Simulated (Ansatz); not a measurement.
Process, species as SMILES: C=[SiH2] (CH2-SiH2) → C atom + 4 H atom + Si atom
B3LYP-D3(BJ)/def2-TZVP geometries, fixed; electronic energies without zero-point terms.
Largest species:
```
Si
C 1 1.7009
H 2 1.0823 1 122.25
H 2 1.0823 3 115.51 1 180.00
H 1 1.4730 2 122.63 3 0.00
H 1 1.4730 5 114.74 2 -180.00
```
Charge 0, spin multiplicity 1.

Basis-set convergence of the atomisation energy at MP2 with Ansatz (a program for electronic structure). Cartesian d functions, on some or all atoms, in 6-31+G*, 6-31G**; all else is spherical. Cores are frozen. A restricted Hartree-Fock determinant is unstable towards unrestricted orbitals. Open shells are unrestricted. No added dispersion term, no relativity. Functions are those of the species that has most. Reference: Hartree-Fock in aug-cc-pV(Q+d)Z plus the correlation part extrapolated as X^-3 from aug-cc-pV(T+d)Z and aug-cc-pV(Q+d)Z, 461.39 kcal/mol, itself unsure by roughly 1.63 kcal/mol (a third of the extrapolation step and of the last Hartree-Fock step). Deviations are taken from unrounded values.

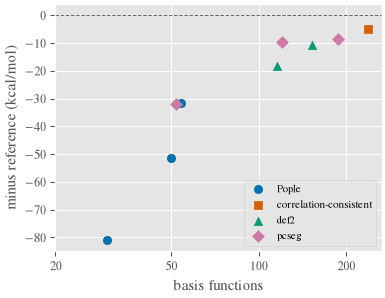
Fig. 1. Deviation from the reference against the number of basis functions, by family of sets.

```tsv
basis	functions	atomisation energy (kcal/mol)	minus reference (kcal/mol)
3-21G	30	380.55	-80.84
6-31+G*	50	409.91	-51.48
pcseg-1	52	429.43	-31.97
6-31G**	54	429.67	-31.73
def2-TZVPD	116	443.26	-18.13
pcseg-2	120	451.76	-9.64
def2-TZVPPD	153	450.48	-10.91
aug-pcseg-2	188	452.91	-8.49
cc-pV(Q+d)Z	239	456.44	-4.96
```
